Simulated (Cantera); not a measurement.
Feed: 1 mol MgO, 0.032 mol H₂O, 0.02 mol Cl₂, equilibrated at 27.0 mbar.

Equilibrium computed with Cantera from the NASA thermochemical tables; the gas is ideal and each condensed phase is pure. Candidate condensed phases: H₂O, Mg, MgCl₂, MgO, Mg(OH)₂; 22 gas species. Equilibrium is a limit: real reactors are often held back by kinetics, nucleation or transport.

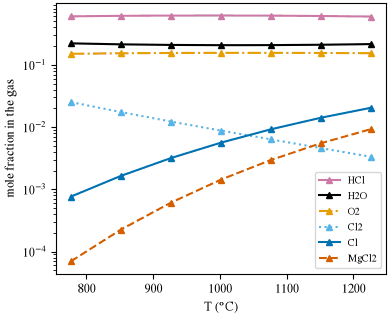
Fig. 1. Equilibrium gas composition (values under 1e-9 drawn at 1e-9)

From 777 °C to 1227 °C the condensed part is MgO(s). The main Mg-bearing gas is MgCl₂ throughout.
